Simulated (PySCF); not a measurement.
## What a change does: NMR shielding calculation on C$_{5}$H$_{10}$O

System: C$_{5}$H$_{10}$O (cyclopentanol).
Method of run A: GIAO HF/pcSseg-1 NMR shielding, non-relativistic, gas phase (PySCF 2.14.0).

The geometry comes from this level: PBE0-D3(BJ)/def2-SVP. Text and figures count atoms from 1; the logs count them from 0 in places.

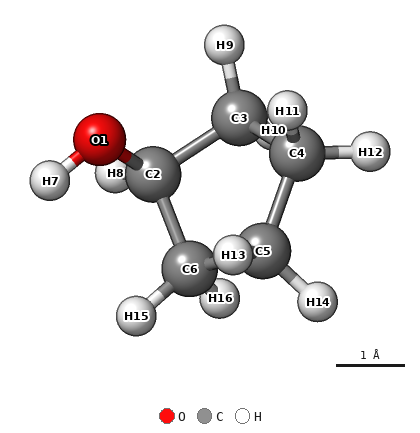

The input geometry (ball-and-stick view, seen at a tilt; atoms are numbered from 1 in the order of the input). Bond lengths as drawn: C–C 1.52 to 1.55 Å, C–H 1.10 to 1.11 Å, C–O 1.41 Å and H–O 0.96 Å.

**Input, run A**
```
{"job": {"kind": "nmr", "xc": "HF", "basis": "pcSseg-1", "pop": false}, "charge": 0, "multiplicity": 1}
O      1.285911     0.185236     1.440889
C      1.145777    -0.032869     0.053764
C      0.291169    -1.279421    -0.120996
C     -1.143055    -0.801323     0.159866
C     -1.138424     0.721942    -0.115883
C      0.282004     1.043596    -0.600347
H      1.695782     1.046933     1.565845
H      2.136306    -0.132732    -0.432496
H      0.623565    -2.087958     0.546039
H      0.393052    -1.637145    -1.157991
H     -1.409165    -0.996948     1.208285
H     -1.878263    -1.336458    -0.459367
H     -1.354399     1.274297     0.810227
H     -1.899876     1.023776    -0.850225
H      0.612822     2.065707    -0.351402
H      0.356796     0.943355    -1.696203
```

The first line tells a small driver script what to run in PySCF; the rest is the geometry in Å.

Hardware: 1 CPU thread, shared host.

**Output (run A)**
```
final grid: 120968 points
cycle   1  E = -269.8791774288  dE =  1.309e+00  |g| = 5.872e-01  |ddm| = 3.291e+00
cycle   2  E = -269.9559842062  dE = -7.681e-02  |g| = 2.980e-01  |ddm| = 5.911e-01
cycle   3  E = -269.9719644104  dE = -1.598e-02  |g| = 7.325e-02  |ddm| = 2.389e-01
cycle   4  E = -269.9734469080  dE = -1.482e-03  |g| = 9.391e-03  |ddm| = 7.592e-02
cycle   5  E = -269.9734773234  dE = -3.042e-05  |g| = 2.413e-03  |ddm| = 1.480e-02
cycle   6  E = -269.9734794104  dE = -2.087e-06  |g| = 8.252e-04  |ddm| = 3.911e-03
cycle   7  E = -269.9734796485  dE = -2.380e-07  |g| = 1.843e-04  |ddm| = 1.407e-03
cycle   8  E = -269.9734796666  dE = -1.818e-08  |g| = 6.055e-05  |ddm| = 4.045e-04
cycle   9  E = -269.9734796679  dE = -1.257e-09  |g| = 1.416e-05  |ddm| = 8.771e-05
cycle  10  E = -269.9734796680  dE = -8.686e-11  |g| = 3.435e-06  |ddm| = 2.510e-05
converged SCF energy = -269.9734796680

GIAO shielding tensors (ppm)
atom      isotropic    diamagn.    paramagn.     s11        s22        s33       span
  0 O      293.496     391.570     -98.073    232.759    281.926    365.803    133.044
  1 C      124.503     242.189    -117.686    113.868    118.410    141.231     27.364
  2 C      158.827     244.480     -85.653    141.564    156.296    178.622     37.058
  3 C      170.822     243.359     -72.537    146.102    179.659    186.705     40.603
  4 C      170.568     243.708     -73.140    146.308    178.630    186.766     40.458
  5 C      155.395     245.730     -90.335    138.054    151.354    176.776     38.722
  6 H       31.731      32.331      -0.600     22.190     27.561     45.442     23.252
  7 H       28.078      30.512      -2.433     23.546     26.740     33.949     10.403
  8 H       29.921      29.292       0.629     25.630     27.155     36.978     11.348
  9 H       30.719      30.287       0.432     26.074     27.934     38.150     12.075
 10 H       29.897      29.213       0.684     25.344     27.038     37.310     11.967
 11 H       30.270      29.208       1.062     24.975     27.771     38.063     13.087
 12 H       30.003      29.716       0.287     25.582     27.167     37.259     11.677
 13 H       30.248      29.411       0.837     25.016     27.729     38.000     12.984
 14 H       30.442      30.897      -0.455     26.379     27.762     37.185     10.807
 15 H       30.642      30.855      -0.213     26.336     27.712     37.878     11.542
```

The input of run B differs as follows (lines with − go, lines with + come):
```diff
-"xc": "HF"
+"xc": "BLYP"
```

How does run B compare with run A?

The total energies belong to different methods, so their difference says nothing on which is more stable or more accurate. The HOMO goes from −11.72 to −5.94 eV. The LUMO goes from 4.05 to 0.25 eV. The dipole moment goes from 1.67 to 1.41 D. Of all shieldings, the largest change is that of O1, by −39.0 ppm. The method changes from HF to BLYP. Exact exchange removes part of the self-interaction error of semilocal functionals, which pushes filled and empty levels apart. The SCF takes 14 iterations against 10.

**Output (run B)**
```
coarse grid: 12720 points
cycle   1  E = -271.3632571397  dE =  5.135e-01  |g| = 8.924e-01  |ddm| = 3.487e+00
cycle   2  E = -270.9048842769  dE =  4.584e-01  |g| = 1.716e+00  |ddm| = 2.828e+00
cycle   3  E = -271.5262368683  dE = -6.214e-01  |g| = 1.584e-01  |ddm| = 2.291e+00
cycle   4  E = -271.5298637280  dE = -3.627e-03  |g| = 9.093e-02  |ddm| = 2.328e-01
cycle   5  E = -271.5316479297  dE = -1.784e-03  |g| = 2.174e-02  |ddm| = 9.298e-02
cycle   6  E = -271.5317439525  dE = -9.602e-05  |g| = 5.232e-03  |ddm| = 2.276e-02
cycle   7  E = -271.5317494590  dE = -5.507e-06  |g| = 1.428e-03  |ddm| = 5.027e-03
final grid: 120968 points
cycle   8  E = -271.6061373073  dE = -5.615e-05  |g| = 9.869e-03  |ddm| = 3.472e-02
cycle   9  E = -271.6060861922  dE =  5.112e-05  |g| = 1.790e-02  |ddm| = 2.300e-02
cycle  10  E = -271.6061601332  dE = -7.394e-05  |g| = 1.253e-03  |ddm| = 1.554e-02
cycle  11  E = -271.6061603799  dE = -2.467e-07  |g| = 5.774e-04  |ddm| = 1.502e-03
cycle  12  E = -271.6061604424  dE = -6.256e-08  |g| = 7.712e-05  |ddm| = 5.299e-04
cycle  13  E = -271.6061604435  dE = -1.103e-09  |g| = 2.106e-05  |ddm| = 8.701e-05
cycle  14  E = -271.6061604436  dE = -9.049e-11  |g| = 7.121e-06  |ddm| = 2.043e-05
converged SCF energy = -271.6061604436

GIAO shielding tensors (ppm)
atom      isotropic    diamagn.    paramagn.     s11        s22        s33       span
  0 O      254.535     389.105    -134.570    190.260    251.135    322.210    131.950
  1 C       94.291     244.753    -150.462     80.720     86.111    116.043     35.322
  2 C      137.228     246.476    -109.248    116.324    135.635    159.726     43.402
  3 C      149.865     245.291     -95.426    120.735    159.172    169.688     48.953
  4 C      149.542     245.614     -96.072    120.902    157.685    170.041     49.139
  5 C      132.587     247.897    -115.310    111.321    128.867    157.573     46.252
  6 H       31.925      32.542      -0.617     23.464     28.915     43.397     19.933
  7 H       26.942      30.260      -3.317     22.707     26.397     31.722      9.015
  8 H       29.501      29.237       0.265     25.894     27.346     35.264      9.371
  9 H       30.084      30.374      -0.290     25.960     27.903     36.389     10.429
 10 H       29.325      29.528      -0.203     25.211     27.133     35.631     10.421
 11 H       29.783      29.080       0.703     25.115     28.102     36.131     11.016
 12 H       29.355      30.061      -0.706     25.390     27.124     35.550     10.160
 13 H       29.753      29.274       0.479     25.172     28.071     36.017     10.845
 14 H       29.988      30.892      -0.905     26.581     27.907     35.475      8.894
 15 H       29.904      31.009      -1.105     26.184     27.516     36.012      9.828
```

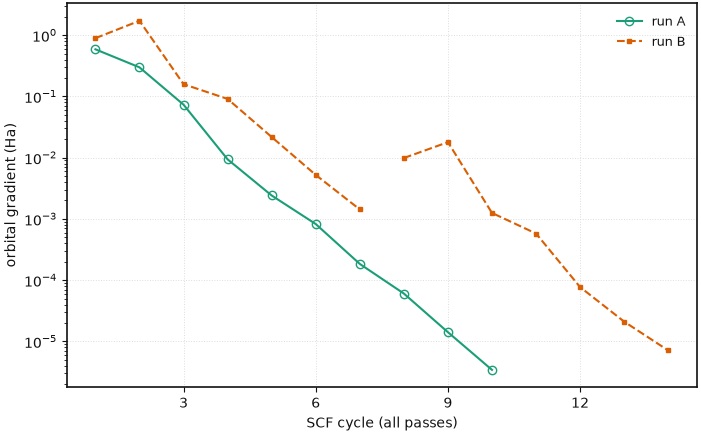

Convergence of the two runs: orbital gradient against the SCF cycle. A break in a curve parts two SCF passes (coarse and final grid). Run A takes 10 cycles in all, and run B takes 14.

**The two runs side by side**

| quantity | run A | run B |
| --- | --- | --- |
| outcome | converged | converged |
| total energy (hartree) | −269.973480 | −271.606160 |
| HOMO (eV) | −11.72 | −5.94 |
| LUMO (eV) | 4.05 | 0.25 |
| dipole moment (D) | 1.67 | 1.41 |
| shielding of O1 (ppm) | 293.5 | 254.5 |
| shielding of C2 (ppm) | 124.5 | 94.3 |
| shielding of C3 (ppm) | 158.8 | 137.2 |
| shielding of C4 (ppm) | 170.8 | 149.9 |
| shielding of C5 (ppm) | 170.6 | 149.5 |
| shielding of C6 (ppm) | 155.4 | 132.6 |
| shielding of H8 (ppm) | 28.1 | 26.9 |
| SCF iterations | 10 | 14 |
| basis functions | 152 | 152 |
| wall time (shared host) | 5 s | 20 s |
